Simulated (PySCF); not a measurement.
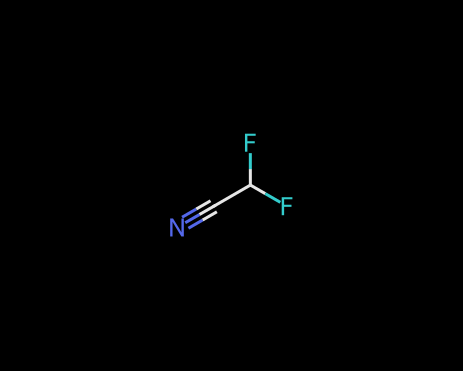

Computed geometry: PBE0-D3(BJ)/def2-SVP optimisation. No frequency run is at hand to confirm it as a minimum. Program: PySCF 2.14.0.

Compare HOMO–LUMO gap (eV), HOMO energy (eV) at these levels: B3LYP/6-31G*; B3LYP/aug-cc-pVTZ-J; B3LYP/cc-pVTZ; B3LYP/def2-TZVP; B3LYP/pcJ-0; B3LYP/pcJ-2; BHandHLYP/pcJ-1.

```csv
level,HOMO–LUMO gap (eV),HOMO energy (eV)
B3LYP/6-31G*,9.56,−10.02
B3LYP/aug-cc-pVTZ-J,9.32,−10.42
B3LYP/cc-pVTZ,9.46,−10.32
B3LYP/def2-TZVP,9.40,−10.38
B3LYP/pcJ-0,9.68,−10.46
B3LYP/pcJ-2,9.39,−10.43
BHandHLYP/pcJ-1,12.60,−11.99
```
